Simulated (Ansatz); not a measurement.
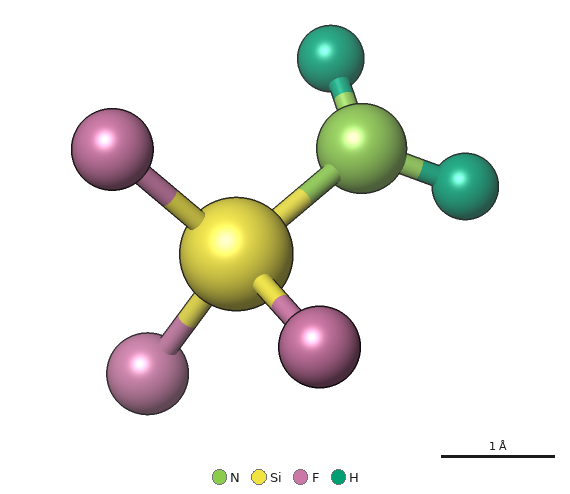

The picture shows a molecular structure as a ball-and-stick model.

The computed structure is the end point of a PBE0-D4/def2-TZVP optimisation.

Which formula does it have?

F3H2NSi, 7 atoms: 3 fluorine, 2 hydrogen, 1 nitrogen and 1 silicon.

Name some functional groups or characteristic bonds that it holds.

Among them: Si–N bond.

How many bonds of each kind are drawn?

3 F–Si, 2 N–H, 1 N–Si.

Give a SMILES string for it.

N[Si](F)(F)F

The parts below concern this one geometry. Atoms keep their numbers from picture to picture.

## Geometry

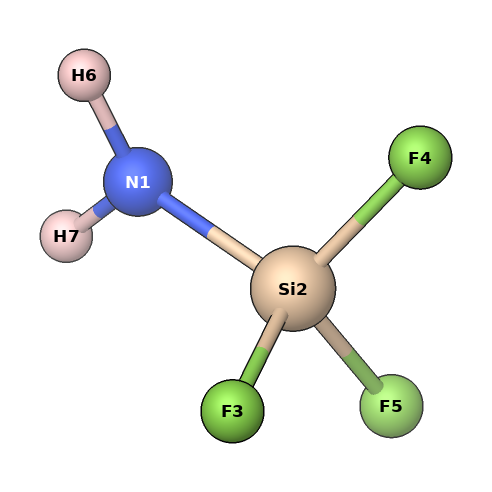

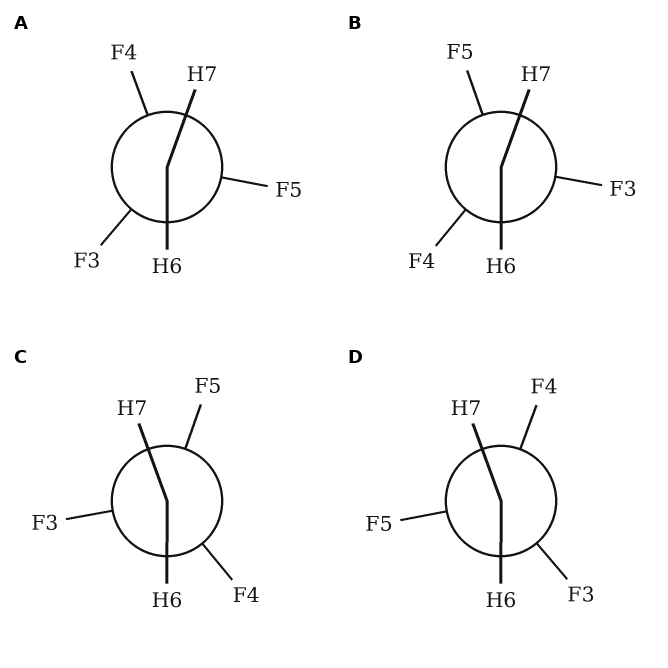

Atoms fade into the background with distance from the viewer. Bonds that would overlap in a projection are set slightly apart.

Which Newman projection shows the view along N1–Si2, with N1 in front?

C. The torsion angle H6–N1–Si2–F3 is 80°, synclinal (gauche).

## Thermal motion

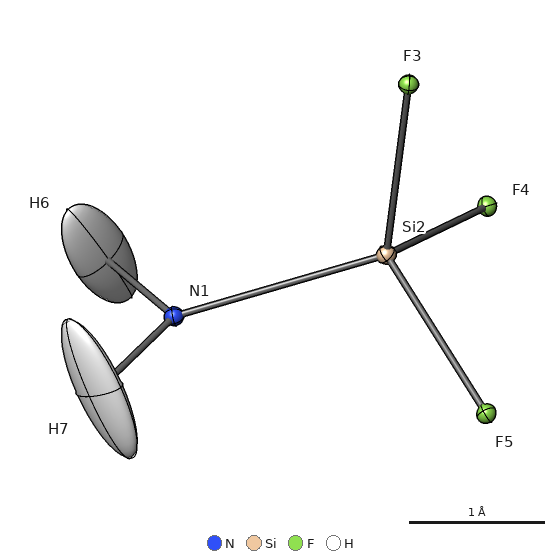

Displacement ellipsoids at the 50 % level, from the internal vibrations of the free molecule (harmonic, no overall translation or rotation; no half-axis is drawn under 0.075 Å). Vibrations computed with RKS PBE0-D4/def2-TZVP (Ansatz 0.2.0). Temperature: 100 K.

Which atom has the largest mean-square displacement?

H6, H7, with U_eq = 0.0581 Å².

Does H7 move more along its bond or across it?

Across it: the root-mean-square amplitude is 0.078 Å along the bond and up to 0.382 Å across, since bending and torsion are softer than stretching.

List U_eq and the three principal root-mean-square amplitudes for each kind of atom.

| atom | U_eq (Å²) | rms amplitudes (Å) |
| --- | --- | --- |
| N1 | 0.0019 | 0.037, 0.046, 0.047 |
| Si2 | 0.00067 | 0.025, 0.026, 0.026 |
| F3 | 0.0016 | 0.033, 0.038, 0.046 |
| F4, F5 | 0.0016 | 0.033, 0.037, 0.048 |
| H6, H7 | 0.0580 | 0.076, 0.150, 0.382 |

## Dipole moment

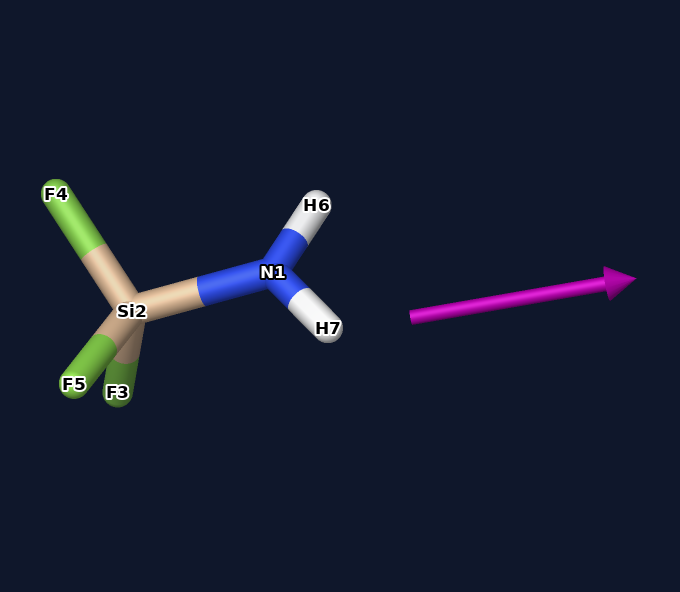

The arrow beside the molecule shows the direction of the dipole moment, from the negative to the positive end (its length means nothing). Method: RKS PBE0-D4/def2-TZVP (Ansatz 0.2.0).

Estimate the dipole moment.

2.87 D; it points from the side of F4, F5 to the side of H6, H7 (the outermost atoms at the two ends).

## Charges

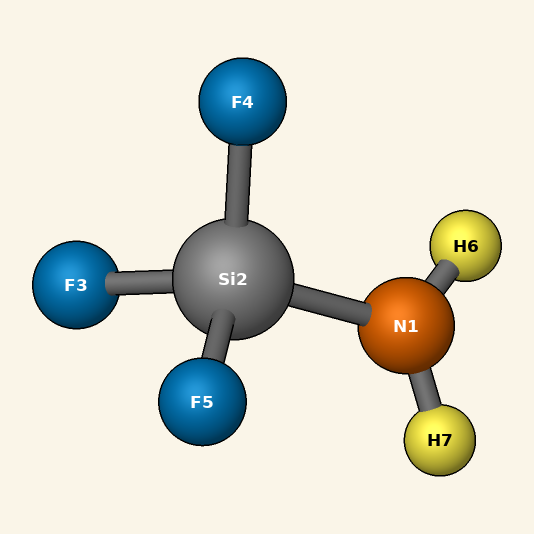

The questions are on Mulliken charges. Properties computed with RKS B3LYP-D4/def2-TZVPP (Ansatz 0.2.0).

Which atom carries the highest charge (most positive or least negative)?

Si2 (0.98 e).

And the lowest?

N1 (−0.38 e).

Give the Mulliken charges atom by atom.

| atom | value (e) |
| --- | --- |
| N1 | −0.38 |
| Si2 | 0.98 |
| F3 | −0.30 |
| F4 | −0.30 |
| F5 | −0.30 |
| H6 | 0.15 |
| H7 | 0.15 |

Mulliken values depend strongly on the basis set and can even reverse the polarity of a bond.
